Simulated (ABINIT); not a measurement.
Band structure of W (Im-3m, 1 atom in the cell).

```
W
1.0
   -1.54587     1.54587     1.54587
    1.54587    -1.54587     1.54587
    1.54587     1.54587    -1.54587
W
1
Direct
  0.00000   0.00000   0.00000
```

Level of theory: PBE, PAW (JTH v2.0 PBE PAW) (plane waves; ABINIT).

Settings: pseudos = [W.GGA_PBE-JTH.xml]; ecut = 20 Ha; pawecutdg = 40 Ha; ixc = 11; occopt = 3; tsmear = 0.00367493 Ha; ngkpt = 12 12 12; nshiftk = 1; shiftk = 0 0 0; potentials = JTH v2.0 PBE PAW; kptopt = 1; nstep = 80; tolvrs1 = 1e-10.

The starting cell has typed, rounded lattice constants, without a prior relaxation at this level. Its lattice was rescaled by a random factor within 2.5 % of one. Spin-orbit coupling is off. Spin polarisation is off.

These are the values that this program gave, and no reference: the one-centre exchange-correlation terms come from a truncated expansion.

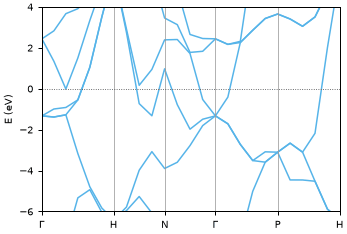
Bands along the path, energies from the Fermi level.

Levels in eV from the Fermi level, bands 4 to 11:
```json
[
 {"point": "Γ", "4": "-37.53", "5": "-10.02", "6": "-1.33", "7": "-1.33", "8": "-1.33", "9": "2.44", "10": "2.44", "11": "15.02"},
 {"point": "H", "4": "-38.65", "5": "-6.41", "6": "-6.41", "7": "5.72", "8": "5.72", "9": "5.72", "10": "8.91", "11": "8.91"},
 {"point": "N", "4": "-37.55", "5": "-6.73", "6": "-3.90", "7": "0.97", "8": "2.39", "9": "3.45", "10": "6.84", "11": "11.86"},
 {"point": "P", "4": "-38.36", "5": "-3.10", "6": "-3.10", "7": "-3.10", "8": "3.65", "9": "3.65", "10": "7.40", "11": "13.16"}
]
```

Bands cross the Fermi level along this path, so the cell is metallic at this level.
